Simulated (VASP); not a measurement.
Band structure of SiW (space group I4_1md). Calculation: PBE GGA, VASP's PBE PAW potentials (set 64) (plane waves; VASP 6.6.1).

Unless said otherwise, spin-orbit coupling is left out, though it shifts the bands of the heavy elements here.

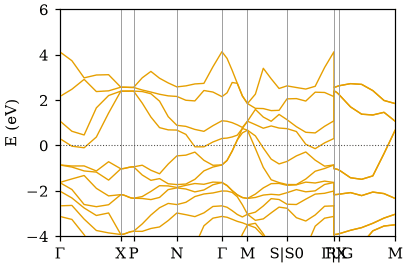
Figure. Bands along high-symmetry lines, zero at the valence-band maximum or, without a gap, the Fermi level

Q: Read the plot: is there a gap, and where are the band edges?

A: It has no gap at this level: it comes out as a metal or semimetal.

The structure was generated: SiW was put into an ordered model structure, which need not be its known phase. The cell was not relaxed at this level. The k-mesh is coarse (spacing up to 0.38 per Å, 2π included), so the numbers may not be converged in it.
